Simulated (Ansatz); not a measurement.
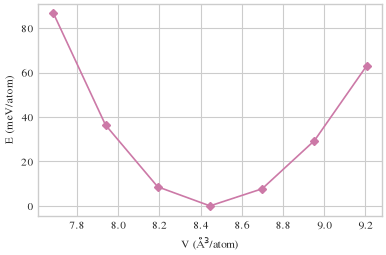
Fig. 1. VN (rock salt, Fm-3m) under volume change, the program Ansatz at the PBEsol level (PAW), scaled uniformly.

### Question
What does a third-order Birch–Murnaghan fit give for V₀, B₀ and B′?

### Answer
V₀ = 8.45 Å³/atom, B₀ = 344 GPa, B′ = 4.3.

Symmetry was held in the PBEsol relaxation. The workflow began spin-polarised and lost its moments.

Potentials: the later of the program's two PAW sets.
